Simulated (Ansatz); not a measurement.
# Geometry relaxation of Ga$_{6}$Sb$_{6}$ (part 2 of 3)

Continued. System: Ga$_{6}$Sb$_{6}$ (Ga6Sb6 zinc blende bond rod). Method: RKS PBE-D4/def2-SVP (Ansatz 0.2.0). 

Geometry of the input (Å):
```
Ga -2.2823  0.7748  -3.8075
Ga -2.3070  0.7761  2.2942
Ga 0.7544  -2.2788  -3.8070
Ga 0.7669  -2.2871  2.2957
Ga 0.7515  0.7601  -0.7697
Ga 0.7715  0.7631  5.3331
Sb -0.7742  -0.7664  -5.3374
Sb -0.7666  -0.7431  0.7776
Sb -0.8032  2.2592  -2.2901
Sb -0.7688  2.2907  3.8158
Sb 2.3193  -0.7792  -2.2932
Sb 2.3181  -0.7528  3.8224
```

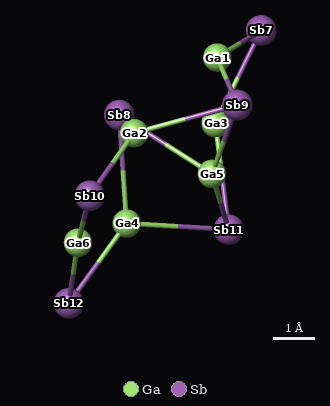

**Figure 1.** The geometry at step 17 of the log (ball-and-stick view, seen at a tilt; atoms are numbered from 1 in the order of the input).

Trajectory as extended XYZ, continued
```
12
Properties=species:S:1:pos:R:3:forces:R:3 step=6 energy=-353415.22256
Ga   -1.7632    0.5275   -3.4903    0.6089   0.2760  -0.0705
Ga   -2.1030    0.9367    2.2247    0.5605   0.1141  -0.0831
Ga    0.5618   -1.6813   -3.4977    0.1634   0.5084  -0.1852
Ga    0.9905   -1.7525    2.2388    0.2769   0.5246  -0.0453
Ga    0.4790    0.4490   -1.2417    0.0420   0.1864  -0.0965
Ga    0.5926    0.5043    4.4216    0.2871   0.0357  -0.4979
Sb   -0.8702   -0.8528   -5.5222   -0.1264  -0.1220   0.6764
Sb   -0.9728   -0.8813    0.5279    0.0698  -0.2449   0.2910
Sb   -1.1615    2.5112   -1.8984   -0.1485  -0.8454   0.0754
Sb   -0.9736    2.5383    3.9640    0.0476  -0.4636   0.0633
Sb    2.5242   -1.1787   -1.8878   -0.7083  -0.0948   0.1212
Sb    2.6757   -1.1037    4.1950   -1.0731   0.1255  -0.2489
12
Properties=species:S:1:pos:R:3:forces:R:3 step=7 energy=-353415.77191
Ga   -1.6482    0.5583   -3.4935    0.4002   0.2827   0.0145
Ga   -1.9511    0.9879    2.1563    0.5281   0.0460  -0.1162
Ga    0.5967   -1.5701   -3.5096    0.1847   0.3225  -0.0772
Ga    1.0801   -1.6914    2.1269    0.1035   0.3508  -0.0895
Ga    0.4622    0.4521   -1.2200   -0.0288   0.1230   0.0225
Ga    0.5895    0.5377    4.2459    0.1661   0.0861  -0.3052
Sb   -0.9210   -0.9064   -5.4996   -0.0583  -0.0505   0.5017
Sb   -0.9848   -0.9599    0.5017    0.1005  -0.0773   0.3865
Sb   -1.2729    2.4536   -1.7462   -0.0395  -0.7512   0.0128
Sb   -1.0151    2.5665    4.0059    0.0366  -0.4538  -0.0939
Sb    2.4523   -1.2685   -1.7356   -0.6182  -0.0131   0.0510
Sb    2.5918   -1.1431    4.2018   -0.7748   0.1346  -0.3070
12
Properties=species:S:1:pos:R:3:forces:R:3 step=8 energy=-353416.22141
Ga   -1.5364    0.6066   -3.4935    0.1896   0.2615   0.1811
Ga   -1.7873    1.0344    2.0617    0.3026  -0.0364  -0.1772
Ga    0.6426   -1.4694   -3.5179    0.2285   0.1626   0.1294
Ga    1.1459   -1.6322    2.0138   -0.0721   0.1434  -0.2389
Ga    0.4273    0.4381   -1.1530   -0.0784   0.0106   0.0551
Ga    0.5972    0.5824    4.0960    0.0134   0.1419  -0.1932
Sb   -0.9488   -0.9347   -5.4443   -0.0644  -0.0373   0.1186
Sb   -1.0032   -1.0465    0.5235    0.0290   0.0039   0.2812
Sb   -1.3563    2.3634   -1.6010   -0.0201  -0.4337   0.0222
Sb   -1.0407    2.5582    4.0002    0.0091  -0.2162  -0.1158
Sb    2.3533   -1.3317   -1.5984   -0.3355  -0.0219   0.0268
Sb    2.4861   -1.1520    4.1468   -0.2016   0.0215  -0.0894
12
Properties=species:S:1:pos:R:3:forces:R:3 step=9 energy=-353416.44539
Ga   -1.4807    0.6378   -3.3933    0.0869   0.1346   0.1135
Ga   -1.7995    1.0632    1.9299    0.2837  -0.0541  -0.2419
Ga    0.6952   -1.3989   -3.4226    0.1476   0.0849   0.0740
Ga    1.1372   -1.7087    1.8976   -0.0517   0.1548  -0.2747
Ga    0.4040    0.4287   -1.0275   -0.0993  -0.0700   0.1233
Ga    0.6238    0.6112    3.9000   -0.0455   0.1255  -0.1841
Sb   -0.9491   -0.9442   -5.3220   -0.0353  -0.0013   0.0812
Sb   -1.0789   -1.1289    0.5328   -0.0389   0.0303   0.1796
Sb   -1.3685    2.3469   -1.4712   -0.0482  -0.1953   0.1838
Sb   -1.0311    2.5668    3.8717    0.0037  -0.1391  -0.1296
Sb    2.3455   -1.3140   -1.4620   -0.1288  -0.0615   0.1491
Sb    2.4817   -1.1431    4.0006   -0.0743  -0.0088  -0.0743
12
Properties=species:S:1:pos:R:3:forces:R:3 step=10 energy=-353416.72990
Ga   -1.4274    0.6792   -3.3146   -0.0114   0.0261   0.1750
Ga   -1.6918    1.1022    1.7723    0.0314  -0.1134  -0.3637
Ga    0.7513   -1.3361   -3.3722    0.1067   0.0146   0.1746
Ga    1.1604   -1.6544    1.7549   -0.1034  -0.0404  -0.3909
Ga    0.3573    0.3689   -0.9250   -0.0629  -0.1596   0.1329
Ga    0.6313    0.6451    3.7550   -0.0494   0.1203  -0.1226
Sb   -0.9404   -0.9192   -5.2334   -0.0191   0.0301  -0.0342
Sb   -1.1606   -1.2242    0.5587   -0.0842   0.0173   0.1605
Sb   -1.4063    2.2842   -1.2981   -0.0785   0.1521   0.2223
Sb   -1.0464    2.5629    3.7746    0.0278   0.0161  -0.1099
Sb    2.3090   -1.3541   -1.3276    0.1162  -0.0561   0.1431
Sb    2.4432   -1.1381    3.8893    0.1268  -0.0071   0.0130
12
Properties=species:S:1:pos:R:3:forces:R:3 step=12 energy=-353417.44390
Ga   -1.4403    0.6957   -2.9946   -0.1114  -0.0655   0.1675
Ga   -1.6872    1.1102    1.4135   -0.0111  -0.0676  -0.0783
Ga    0.8121   -1.3139   -3.1081   -0.1843  -0.1399   0.1124
Ga    1.1682   -1.7075    1.3983   -0.0040   0.0083  -0.2302
Ga    0.2603    0.2328   -0.6645   -0.1384  -0.1293   0.1151
Ga    0.6328    0.6887    3.4197   -0.0874  -0.1198  -0.1179
Sb   -0.8844   -0.8251   -4.9680    0.1196   0.0514   0.1335
Sb   -1.3642   -1.4286    0.6226   -0.0969  -0.0110  -0.0653
Sb   -1.3279    2.3890   -1.0028    0.0085   0.3567  -0.0633
Sb   -1.0547    2.5860    3.4328   -0.0340   0.1169  -0.0569
Sb    2.4393   -1.2859   -1.0773    0.3951   0.0449   0.0899
Sb    2.4256   -1.1248    3.5623    0.1444  -0.0450  -0.0064
12
Properties=species:S:1:pos:R:3:forces:R:3 step=13 energy=-353417.63274
Ga   -1.5042    0.6756   -2.8612   -0.0028   0.0138   0.1788
Ga   -1.6736    1.1118    1.3198   -0.0187   0.1776  -0.0752
Ga    0.7654   -1.4077   -2.9457    0.0273  -0.0233   0.2398
Ga    1.1753   -1.6903    1.2684    0.1474   0.0069  -0.0119
Ga    0.2279    0.2137   -0.6087    0.1368   0.1732  -0.1473
Ga    0.5726    0.6177    3.3147   -0.0200  -0.1036  -0.0120
Sb   -0.8445   -0.8047   -4.8343    0.0089  -0.0302   0.0437
Sb   -1.4243   -1.4684    0.5899   -0.0565  -0.0889  -0.0352
Sb   -1.2684    2.5126   -0.9894    0.0366  -0.1166  -0.0197
Sb   -1.0554    2.5885    3.3479   -0.0204  -0.0468  -0.0318
Sb    2.5740   -1.1898   -1.0264   -0.1778   0.0645  -0.0794
Sb    2.4347   -1.1425    3.4589   -0.0608  -0.0267  -0.0499
12
Properties=species:S:1:pos:R:3:forces:R:3 step=14 energy=-353417.74232
Ga   -1.5483    0.6255   -2.7236    0.0027  -0.0815   0.0712
Ga   -1.6846    1.1716    1.2084    0.0374   0.0495   0.1285
Ga    0.6978   -1.4799   -2.7785   -0.0641   0.0060   0.1004
Ga    1.2283   -1.6754    1.1753    0.0402   0.0512   0.1531
Ga    0.3077    0.3217   -0.6065    0.1777   0.2029  -0.0343
Ga    0.4962    0.5113    3.2728   -0.0046  -0.0572  -0.0217
Sb   -0.8703   -0.8565   -4.6928   -0.0525  -0.0662  -0.0285
Sb   -1.3877   -1.4297    0.4947   -0.0192  -0.0145  -0.1579
Sb   -1.2172    2.5893   -1.0086    0.0217  -0.0148  -0.1339
Sb   -1.0764    2.5370    3.3058   -0.0314  -0.0688   0.0499
Sb    2.6277   -1.1012   -1.0305   -0.0092   0.0332  -0.1525
Sb    2.4063   -1.1969    3.4175   -0.0986  -0.0399   0.0256
12
Properties=species:S:1:pos:R:3:forces:R:3 step=15 energy=-353417.90178
Ga   -1.5773    0.5324   -2.6194   -0.0112  -0.0746   0.1514
Ga   -1.6512    1.2107    1.1702    0.0447   0.0379   0.0105
Ga    0.6109   -1.5162   -2.6594   -0.0671  -0.0019   0.1343
Ga    1.2577   -1.6238    1.1430    0.0392   0.0384   0.0244
Ga    0.4363    0.4689   -0.6089    0.2015   0.2201  -0.0144
Ga    0.4411    0.4361    3.2584    0.0127  -0.0061   0.0443
Sb   -0.9268   -0.9323   -4.6164   -0.0688  -0.0819  -0.0211
Sb   -1.3318   -1.3622    0.3197   -0.0003   0.0033  -0.1487
Sb   -1.1942    2.6274   -1.0598   -0.0121   0.0198  -0.1030
Sb   -1.1048    2.4847    3.3364   -0.0213  -0.1271   0.0160
Sb    2.6643   -1.0519   -1.0715    0.0295   0.0043  -0.0870
Sb    2.3554   -1.2572    3.4415   -0.1468  -0.0322  -0.0065
12
Properties=species:S:1:pos:R:3:forces:R:3 step=16 energy=-353418.07516
Ga   -1.6079    0.4452   -2.4981    0.0073  -0.0273   0.2042
Ga   -1.6157    1.2428    1.1174    0.0770   0.0918  -0.0065
Ga    0.5354   -1.5467   -2.5359   -0.0206   0.0228   0.1786
Ga    1.2835   -1.5809    1.0941    0.0969   0.0620   0.0107
Ga    0.5614    0.6077   -0.6138    0.1849   0.2106  -0.0525
Ga    0.3990    0.3822    3.2637    0.0119   0.0030   0.0561
Sb   -0.9851   -1.0027   -4.5267   -0.0776  -0.0907  -0.0177
Sb   -1.2735   -1.2961    0.1513   -0.0872  -0.0835  -0.1232
Sb   -1.1765    2.6698   -1.1085   -0.0066   0.0015  -0.1003
Sb   -1.1428    2.4276    3.3510   -0.0346  -0.1509  -0.0273
Sb    2.7086   -1.0125   -1.1082    0.0139   0.0121  -0.0759
Sb    2.2930   -1.3198    3.4475   -0.1653  -0.0514  -0.0463
12
Properties=species:S:1:pos:R:3:forces:R:3 step=17 energy=-353418.23275
Ga   -1.6361    0.3590   -2.3442   -0.0218   0.1314   0.0058
Ga   -1.5456    1.2931    1.0357    0.1435   0.1515   0.0619
Ga    0.4693   -1.5608   -2.3889    0.1026   0.0089   0.0536
Ga    1.3298   -1.5102    1.0194    0.1603   0.1300   0.0994
Ga    0.6921    0.7541   -0.6356    0.0082   0.0443  -0.0808
Ga    0.3663    0.3373    3.2925   -0.0341  -0.0393  -0.0086
Sb   -1.0619   -1.0894   -4.4130   -0.0388  -0.0611   0.0835
Sb   -1.2444   -1.2629    0.0153   -0.0521  -0.0802   0.0430
Sb   -1.1481    2.7287   -1.1864    0.0149  -0.1202  -0.0732
Sb   -1.2061    2.3418    3.3577   -0.0775  -0.0822  -0.0441
Sb    2.7743   -0.9554   -1.1634   -0.0989   0.0317  -0.0650
Sb    2.1900   -1.4187    3.4447   -0.1062  -0.1149  -0.0754
12
Properties=species:S:1:pos:R:3:forces:R:3 step=18 energy=-353418.34214
Ga   -1.6750    0.3397   -2.2841    0.0183   0.1557  -0.0089
Ga   -1.4014    1.3959    0.9862    0.0506   0.1637   0.2462
Ga    0.4589   -1.5867   -2.3038    0.1589   0.0405   0.0725
Ga    1.4363   -1.3601    0.9626    0.1432  -0.0020   0.3821
Ga    0.7343    0.8180   -0.7168   -0.0347  -0.0276  -0.1326
Ga    0.2764    0.2391    3.3005   -0.0189  -0.0337   0.0033
Sb   -1.1405   -1.2045   -4.2940   -0.0593  -0.0633   0.0211
Sb   -1.2111   -1.2275    0.0305    0.0148  -0.0508   0.0413
Sb   -1.1147    2.7682   -1.2734    0.0183  -0.0784  -0.1048
Sb   -1.2757    2.2632    3.4012   -0.0584  -0.0978  -0.1322
Sb    2.8291   -0.8678   -1.2372   -0.1035   0.0421  -0.1460
Sb    2.0630   -1.5610    3.4622   -0.1296  -0.0485  -0.2418
12
Properties=species:S:1:pos:R:3:forces:R:3 step=19 energy=-353418.43550
Ga   -1.6858    0.3588   -2.2589    0.0225  -0.0063  -0.0569
Ga   -1.2964    1.5124    0.9767    0.0433   0.1222   0.0338
Ga    0.4781   -1.6009   -2.2493   -0.0112   0.0054  -0.0256
Ga    1.5567   -1.2590    0.9606    0.1122   0.0301   0.0369
Ga    0.7425    0.8407   -0.7911   -0.0181   0.0064  -0.0647
Ga    0.1902    0.1535    3.3103   -0.0566  -0.0035  -0.0625
Sb   -1.2353   -1.3338   -4.1806   -0.0175   0.0018   0.1534
Sb   -1.1444   -1.1777    0.0675   -0.0152  -0.0125   0.0109
Sb   -1.0705    2.8051   -1.3616    0.0113  -0.0598   0.0651
Sb   -1.3555    2.1860    3.4363   -0.0344  -0.0481  -0.0527
Sb    2.8572   -0.7806   -1.3287   -0.0109  -0.0016   0.0559
Sb    1.9428   -1.6879    3.4528   -0.0257  -0.0341  -0.0935
12
Properties=species:S:1:pos:R:3:forces:R:3 step=20 energy=-353418.48007
Ga   -1.6814    0.3820   -2.2444   -0.0010   0.0365   0.0325
Ga   -1.2099    1.6055    0.9720   -0.0011   0.0089   0.1721
Ga    0.4997   -1.6072   -2.2095    0.0603  -0.0132   0.0478
Ga    1.6408   -1.1954    0.9348   -0.0098  -0.0131   0.1439
Ga    0.7613    0.8616   -0.8466    0.0194  -0.0465   0.0210
Ga    0.1032    0.0846    3.2331   -0.0154   0.0030  -0.0336
Sb   -1.3254   -1.4427   -4.0434   -0.0141  -0.0039   0.0306
Sb   -1.1123   -1.1334    0.0810    0.0364  -0.0286   0.0366
Sb   -1.0412    2.8326   -1.3712    0.0298   0.0703  -0.1326
Sb   -1.4330    2.1214    3.4579   -0.0174  -0.0639  -0.0988
Sb    2.9030   -0.7426   -1.3450   -0.0460   0.0449  -0.1201
Sb    1.8749   -1.7498    3.4152   -0.0412   0.0056  -0.0994
12
Properties=species:S:1:pos:R:3:forces:R:3 step=21 energy=-353418.51058
Ga   -1.6872    0.4126   -2.1449    0.0139   0.0260  -0.0465
Ga   -1.1759    1.6987    0.9356    0.0207   0.1545   0.1066
Ga    0.5147   -1.6449   -2.1174    0.0008  -0.0105  -0.0598
Ga    1.7488   -1.1659    0.8946    0.1007   0.0376   0.0915
Ga    0.7757    0.8599   -0.8484    0.0142   0.0711   0.0759
Ga    0.0231    0.0275    3.1048   -0.0151   0.0143  -0.0568
Sb   -1.3970   -1.4937   -3.8705   -0.0176   0.0007   0.0135
Sb   -1.0618   -1.1231    0.1639   -0.0264   0.0335  -0.0575
Sb   -0.9350    2.8967   -1.4444   -0.0269  -0.2168   0.0827
Sb   -1.5562    2.0226    3.4341   -0.0064  -0.0425  -0.1090
Sb    2.9305   -0.6667   -1.4321   -0.0658  -0.0634   0.0172
Sb    1.7997   -1.8072    3.3586    0.0080  -0.0046  -0.0579
12
Properties=species:S:1:pos:R:3:forces:R:3 step=22 energy=-353418.51887
Ga   -1.6664    0.4119   -2.1190   -0.0594   0.0165   0.0108
Ga   -1.0918    1.8298    0.9574   -0.1082   0.0870   0.1259
Ga    0.4890   -1.6603   -2.0888   -0.0015  -0.0483  -0.0051
Ga    1.8626   -1.0929    0.9075    0.0596  -0.0472  -0.0161
Ga    0.8165    0.8806   -0.8291    0.0293   0.0382   0.0659
Ga   -0.0189    0.0002    2.9998   -0.0112   0.0224   0.0384
Sb   -1.4772   -1.5510   -3.7927    0.0550   0.0646   0.0969
Sb   -1.0084   -1.0615    0.2046   -0.1507  -0.1389  -0.1189
Sb   -0.8878    2.8899   -1.4860   -0.0079  -0.0160   0.0605
Sb   -1.7047    1.8966    3.4435    0.1252  -0.0269  -0.2437
Sb    2.9188   -0.6800   -1.4981    0.0476  -0.0255   0.0431
Sb    1.7479   -1.8466    3.3350    0.0223   0.0742  -0.0578
12
Properties=species:S:1:pos:R:3:forces:R:3 step=23 energy=-353418.54007
Ga   -1.6798    0.4265   -2.1153   -0.0225  -0.0204   0.0157
Ga   -1.1373    1.8147    0.9454   -0.0238   0.0458   0.0630
Ga    0.5023   -1.6605   -2.0919   -0.0058  -0.0117   0.0068
Ga    1.8455   -1.1306    0.8994    0.0296  -0.0022   0.0253
Ga    0.8099    0.8731   -0.8017    0.0122  -0.0304   0.0919
Ga   -0.0082    0.0040    2.9936    0.0186   0.0005  -0.0332
Sb   -1.4572   -1.5242   -3.7907    0.0052   0.0015  -0.0057
Sb   -1.0468   -1.0926    0.1768   -0.0183  -0.0289  -0.0684
Sb   -0.8869    2.8872   -1.4720   -0.0003   0.0312   0.0028
Sb   -1.6679    1.9172    3.4266    0.0153  -0.0030  -0.0723
Sb    2.9258   -0.6847   -1.4812   -0.0185  -0.0106   0.0142
Sb    1.7802   -1.8135    3.3449    0.0084   0.0280  -0.0401
12
Properties=species:S:1:pos:R:3:forces:R:3 step=24 energy=-353418.55363
Ga   -1.6687    0.4219   -2.0739   -0.0360   0.0358   0.0357
Ga   -1.1929    1.9385    0.9243    0.0061  -0.0235   0.0404
Ga    0.4779   -1.6534   -2.0661    0.0513  -0.0258   0.0082
Ga    1.9421   -1.1843    0.8831   -0.0200   0.0196   0.0255
Ga    0.8131    0.8589   -0.6540    0.0269   0.0018  -0.0145
Ga   -0.0336   -0.0285    2.9026    0.0842   0.0677  -0.1402
Sb   -1.4722   -1.5136   -3.7710    0.0159   0.0040  -0.0011
Sb   -1.0606   -1.1072    0.1858   -0.0534  -0.0466  -0.0572
Sb   -0.8467    2.8901   -1.5126    0.0620  -0.0664   0.0114
Sb   -1.7033    1.8666    3.3974   -0.0326   0.0046   0.0382
Sb    2.9149   -0.6969   -1.5216   -0.1000   0.0453   0.0208
Sb    1.8096   -1.7755    3.3401   -0.0044  -0.0167   0.0328
12
Properties=species:S:1:pos:R:3:forces:R:3 step=25 energy=-353418.59429
Ga   -1.6753    0.4327   -2.0151   -0.0074   0.0679   0.0384
Ga   -1.2730    2.0558    0.9042    0.0029   0.0262   0.0935
Ga    0.4654   -1.6619   -2.0339    0.0774   0.0006   0.0098
Ga    2.0347   -1.2551    0.8714    0.0508   0.0025   0.0733
Ga    0.8078    0.8305   -0.4850    0.0247   0.0384  -0.0671
Ga    0.0036    0.0010    2.7178    0.1203   0.1126  -0.1559
Sb   -1.4831   -1.4879   -3.7295   -0.0048  -0.0250  -0.0515
Sb   -1.1032   -1.1526    0.1747   -0.1226  -0.0996  -0.0495
Sb   -0.7660    2.8828   -1.5409    0.0505  -0.1476   0.0909
Sb   -1.7528    1.7910    3.3737    0.0275  -0.0450  -0.0373
Sb    2.8929   -0.6874   -1.5501   -0.1461   0.0433   0.0648
Sb    1.8286   -1.7323    3.3467   -0.0731   0.0256  -0.0095
12
Properties=species:S:1:pos:R:3:forces:R:3 step=26 energy=-353418.66650
Ga   -1.6790    0.4338   -1.9744    0.0216   0.0668   0.0568
Ga   -1.3341    2.1673    0.9017   -0.0100   0.0390   0.1507
Ga    0.4550   -1.6654   -2.0115    0.0639   0.0223   0.0411
Ga    2.1285   -1.3141    0.8689    0.1020  -0.0237   0.1266
Ga    0.7918    0.7988   -0.3385   -0.0016   0.0645  -0.1027
Ga    0.0534    0.0509    2.5391    0.1631   0.1578  -0.1494
Sb   -1.4878   -1.4736   -3.7097   -0.0164  -0.0259  -0.0545
Sb   -1.1570   -1.2090    0.1577   -0.1639  -0.1430  -0.1028
Sb   -0.7013    2.8609   -1.5485    0.0244  -0.1734   0.1415
Sb   -1.7695    1.7243    3.3603    0.0667  -0.0560  -0.1339
Sb    2.8645   -0.6645   -1.5646   -0.1412   0.0284   0.1075
Sb    1.8152   -1.6929    3.3532   -0.1086   0.0431  -0.0809
12
Properties=species:S:1:pos:R:3:forces:R:3 step=27 energy=-353418.75704
Ga   -1.6886    0.4297   -1.9360    0.0526   0.0542   0.0588
Ga   -1.3697    2.2765    0.9156   -0.0232  -0.0011   0.2101
Ga    0.4466   -1.6716   -1.9906    0.0358   0.0399   0.0625
Ga    2.2359   -1.3427    0.8846    0.0854  -0.0562   0.2168
Ga    0.7688    0.7646   -0.2471   -0.0305   0.0901  -0.1989
Ga    0.1188    0.1202    2.3714    0.1437   0.1398  -0.0324
Sb   -1.4890   -1.4619   -3.6972   -0.0237  -0.0214  -0.0353
Sb   -1.2180   -1.2800    0.1336   -0.1300  -0.0940  -0.1163
Sb   -0.6570    2.8372   -1.5397    0.0001  -0.1766   0.1316
Sb   -1.7653    1.6536    3.3460    0.0758  -0.0322  -0.2122
Sb    2.8370   -0.6415   -1.5630   -0.0957   0.0182   0.0904
Sb    1.7601   -1.6674    3.3562   -0.0902   0.0393  -0.1749
```
